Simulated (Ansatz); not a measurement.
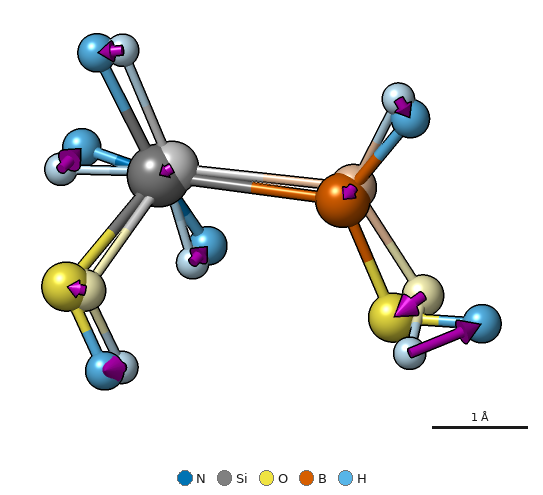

A relaxation of BSiNH$_{6}$O$_{2}$ (coarse preliminary run). The starting structure is drawn faded, the final one solid; purple arrows show the displacements, at their true length. The two geometries are superimposed by the best rigid fit.

Style: ball-and-stick. Shown at a tilt.

The start comes from a force field.

All numbers below come from Ansatz 0.2.0, RKS PBE-D4/def2-SVP. Set-up: force threshold 0.03 eV/Å; at most 200 steps.

Q: Which element moves most?

A: Hydrogen: up to 0.87 Å, against 0.42 Å for oxygen.

Q: What happened in the run?

A: After 12 geometry steps the energy has fallen by 130.2 kJ/mol. The largest force component goes from 2.2 to 0.019 eV/Å. The atom that moves furthest after the best rigid fit is an H atom (0.87 Å). Largest moves by element: H 0.87 Å, O 0.42 Å, B 0.19 Å, Si 0.16 Å, N 0.08 Å. Near-neighbour distances that change, for instance: H–N 1.117 → 1.023 Å, H–Si 1.424 → 1.500 Å, N–Si 1.804 → 1.746 Å, B–Si 1.977 → 2.032 Å. Among the angles between lasting bonds that change: Si–N–H 103.3° → 120.7°, Si–N–H 107.8° → 119.5°, Si–O–H 101.4° → 112.3°. Groups turn about B–O by about 90°, O–Si by about 20°.
